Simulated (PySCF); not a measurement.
H6Ge2, SMILES [GeH3][GeH3], singlet, CAM-B3LYP/def2-SVP optimised geometry. Atoms within 1.6 Å of the plane z = 1.2 Å (x, y, z in Å): Ge1 (-0.52, -0.39, 0.00), H3 (-1.01, -1.07, 1.29), H4 (-1.01, 1.07, 0.00), H5 (1.01, -0.39, 0.00).

Level of theory: CAM-B3LYP/def2-TZVP (PySCF).

Map of the Laplacian of the electron density (e/bohr⁵), clipped to [-1.50, 1.50] on the plane z = 1.2 Å:

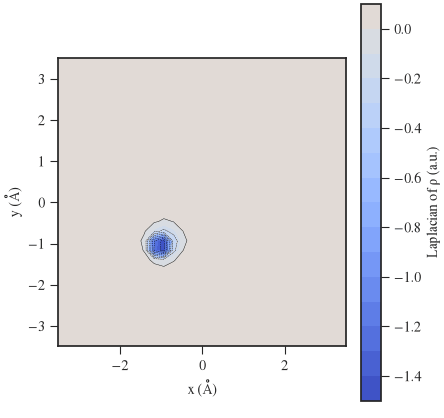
Fig. 1. Laplacian of the electron density (e/bohr⁵), clipped to [-1.50, 1.50] on the plane z = 1.2 Å.
